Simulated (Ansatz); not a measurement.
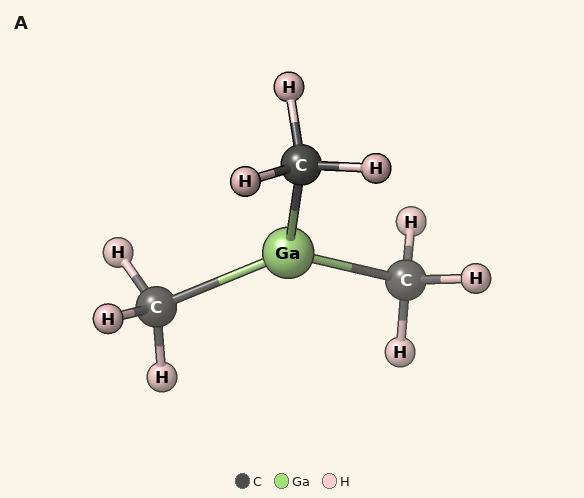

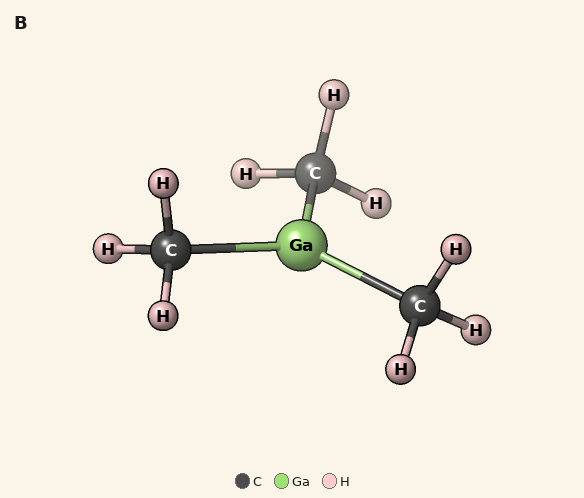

Distant atoms are faded towards the background colour. Computed geometry: PBE-D4/def2-SVP optimisation. No frequency run is at hand to confirm it as a minimum.

Question: Are A and B the same structure? If not, how do they differ?

Answer: Yes. They are the same structure, C3H9Ga ([CH3][Ga]([CH3])[CH3]), seen from two directions. With point group C3v it is achiral, so its mirror image would be the same too.
